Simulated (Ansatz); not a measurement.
**One shape, several levels: S2 (sulfur dimer)**

Aim: a comparison of 6 runs (UHF/STO-3G, UHF/3-21G, UHF/def2-SVP, UPBE0/def2-SVP, USVWN5/pcseg-2, UCCSD(T)/6-311G**) of S2 (sulfur dimer). 

Program for the calculation: Ansatz 0.2.0.

7 further runs of the same task are left out: 1 that didn't finish, 6 set aside as unsound or not needed.

### 1 The molecule

S2: 2 atoms, total charge 0, spin state triplet. As SMILES, `S=S`. The bond length is the measured one.

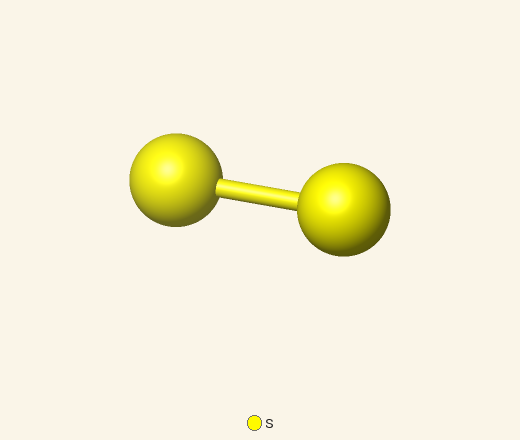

Viewed from a chosen angle; sulfur yellow.

### 2 Energy and gradient at UHF/STO-3G (run 1)

molecule.yaml reads:

```yaml
crystal:
  periodic: [false, false, false]
  atoms:
    - {symbol: S, position_ang: [0.000000, 0.000000, 0.000000]}
    - {symbol: S, position_ang: [0.000000, 0.000000, 1.889200]}
basis:
  gaussian:
    orbitals: STO-3G
magnetization:
  spin_polarized: true
  initial_magnetization: 2
hamiltonian:
  xc: hf
accuracy: high
output: {forces: true, orbitals: {seedname: orbitals}}
```

Started as:

```console
ansatz run molecule.yaml --threads 1 --pin off --max-ram 2610MiB --events-out events.jsonl --progress --plain --runs-dir runs
```

The log of the run:

```text
Warning: RAYON_NUM_THREADS=1 ignored (pool sized by the plan → 1); use --threads N
Functional definition: HF
  name "HF"
  exchange = exact_x
  correlation = 0
299 factors; integrals over basis functions are off by at most 8.3e-9 eV
mean field evaluation 1: about -21396.7216 eV, gradient 3.3e0 eV
mean field evaluation 2: about -21396.7537 eV, gradient 3.4e0 eV
mean field evaluation 4: about -21396.8496 eV, gradient 1.5e-1 eV
mean field evaluation 8: about -21396.8499 eV, gradient 2.1e-4 eV
mean field evaluation 16: about -21396.8498 eV, gradient 3.1e-6 eV
mean field evaluation 32: about -21396.9363 eV, gradient 7.2e-9 eV
mean field -21396.93627474 eV, -786.3229047326 hartree, gradient 5.0e-9 eV, S^2 2.003003; 2 other end points of the search recorded, 0 dependent functions left out
the calculation of the forces begins
reference -21396.93627474 eV, -786.3229047326 hartree; 17, 15 occupied and 1, 3 virtual orbitals, 299 factors
Total energy: -21396.93627474 eV, -786.3229047326 hartree
Atom 0 at     0.000000     0.000000     0.000000 Å, force    -0.000000     0.000000    -1.955736 eV/Å
Atom 1 at     0.000000     0.000000     1.889200 Å, force     0.000000    -0.000000     1.955736 eV/Å
Dipole moment:    -0.000000    -0.000000     0.000000 e Å
```

Wall time 0.2 s (1 thread of AMD EPYC 7R13 (Zen 3), shared host).

### 3 Energy and gradient at UHF/3-21G (run 2)

run.yaml reads:

```yaml
crystal:
  periodic: [false, false, false]
  atoms:
    - {symbol: S, position_ang: [0.000000, 0.000000, 0.000000]}
    - {symbol: S, position_ang: [0.000000, 0.000000, 1.889200]}
basis:
  gaussian: {orbitals: 3-21G.json}
total_charge: 0
magnetization: {spin_polarized: true, initial_magnetization: 2}
hamiltonian: {xc: hf}
accuracy: high
output: {forces: true, orbitals: {seedname: orbitals}}
```

The basis set 3-21G is read from a file made from the Basis Set Exchange's data (not shown).

Started as:

```console
ansatz run run.yaml --threads 1 --pin off --max-ram 2610MiB --events-out events.jsonl --progress --plain --runs-dir runs
```

The log of the run, shortened:

```text
Warning: RAYON_NUM_THREADS=1 ignored (pool sized by the plan → 1); use --threads N
[... 2 set-up lines as earlier in the session ...]
[...]
516 factors; integrals over basis functions are off by at most 3.2e-9 eV
[...]
mean field -21526.74403547 eV, -791.0932519525 hartree, gradient 2.1e-8 eV, S^2 2.016126; 0 other end points of the search recorded, 0 dependent functions left out
[...]
reference -21526.74403547 eV, -791.0932519525 hartree; 17, 15 occupied and 9, 11 virtual orbitals, 516 factors
Total energy: -21526.74403547 eV, -791.0932519525 hartree
Atom 0 at     0.000000     0.000000     0.000000 Å, force    -0.000000     0.000000    -4.281571 eV/Å
Atom 1 at     0.000000     0.000000     1.889200 Å, force     0.000000     0.000000     4.281571 eV/Å
Dipole moment:     0.000000     0.000000    -0.000000 e Å
```

Wall time 0.3 s (1 thread of AMD EPYC 7R13 (Zen 3), shared host).

Runs 3 to 5 aren't shown in full; the table further down has their settings and results.

### 4 Energy and gradient at UCCSD(T)/6-311G(d,p) (run 6)

input.yaml reads:

```yaml
crystal:
  periodic: [false, false, false]
  atoms:
    - {symbol: S, position_ang: [0.000000, 0.000000, 0.000000]}
    - {symbol: S, position_ang: [0.000000, 0.000000, 1.889200]}
basis:
  gaussian: {orbitals: 6-311G_st__st_-spherical.json}
magnetization: {spin_polarized: true, initial_magnetization: 2}
correlation: {method: ccsd_t, frozen_orbitals: {S: 5}}
accuracy: high
scf: {omitted_lower_state_checks: [cluster_reference, increment]}
output: {forces: true, orbitals: {seedname: orbitals}}
```

The basis set 6-311G** is read from a file made from the Basis Set Exchange's data (not shown).

Started as:

```console
ansatz run input.yaml --threads 1 --pin off --max-ram 2610MiB --events-out events.jsonl --progress --plain --runs-dir runs
```

The log of the run, shortened:

```text
Warning: RAYON_NUM_THREADS=1 ignored (pool sized by the plan → 1); use --threads N
[... 2 set-up lines as earlier in the session ...]
[...]
772 factors; integrals over basis functions are off by at most 3.5e-9 eV
[...]
mean field -21634.63633367 eV, -795.0582207792 hartree, gradient 2.3e-8 eV, S^2 2.030211; 2 other end points of the search recorded, 0 dependent functions left out
10 core orbitals not correlated: weight in the atoms' cores, before any rotation towards them, 1.000 or more for the frozen orbitals, at most 0.000 for the correlated occupied ones
reference -21634.63633367 eV, -795.0582207792 hartree; 7, 5 occupied and 35, 37 virtual orbitals, 772 factors
second order -6.38242155 eV of doubles, -0.00000000 eV of singles
cycle   1  -6.72359892 eV  change   -3.4e-1 eV  update   6.8e-2
[...]
cycle  18  -6.97640814 eV  change   9.0e-10 eV  update  7.6e-10
perturbative correction -0.29193641 eV, -0.0107284651 hartree
[...]
Total energy: -21641.90467822 eV, -795.3253275148 hartree
Atom 0 at     0.000000     0.000000     0.000000 Å, force     0.000000     0.000000    -1.058095 eV/Å
Atom 1 at     0.000000     0.000000     1.889200 Å, force    -0.000000    -0.000000     1.058095 eV/Å
Dipole moment:     0.000000     0.000000     0.000000 e Å
Checks for a lower state left out: cluster_reference, increment
```

Run time: 6.3 s. Hardware: 1 thread of AMD EPYC 7R13 (Zen 3), shared host; peak memory 0.24 GiB.

### 5 Overview of the runs

```
run              level  frozen core orbitals  energy (Eh)  dipole moment (D)  HOMO energy (eV)  LUMO energy (eV)  wall time
  1         UHF/STO-3G                     –  -786.322905               0.00             -6.61              5.56      0.2 s
  2          UHF/3-21G                     –  -791.093252               0.00            -10.72             -0.35      0.3 s
  3       UHF/def2-SVP                     –  -794.801384               0.00            -10.23              0.42     0.36 s
  4     UPBE0/def2-SVP                     –  -795.836896               0.00             -6.98             -3.45      1.8 s
  5     USVWN5/pcseg-2                     –  -793.686611               0.00             -5.83             -4.78      1.7 s
  6  UCCSD(T)/6-311G**                    10  -795.325328               0.00            -10.41             -0.12      6.3 s
```

### 6 Results

| quantity | value |
| --- | --- |
| run 6: total energy | -795.32533 Eh |
| run 6: dipole moment (correlated density) | 0.00 D |
| run 6: HOMO energy (Hartree–Fock orbitals) (highest over α and β) | -10.41 eV |
| run 6: LUMO energy (Hartree–Fock orbitals) (lowest over α and β) | -0.12 eV |
| run 6: correlation energy (10 core orbitals frozen) | -267.1 mEh |
| run 6: (T) correction | -10.73 mEh |
| run 6: ⟨S²⟩ of the reference determinant | 2.030 |
| run 6: T1 diagnostic | 0.014 |
| run 6: largest force on an atom | 1.058 eV/Å |

Totals of different functionals can't be ranked against each other. In run 1 the basis is minimal, so the values are rough. All runs together took 11 s, the longest 6.3 s.
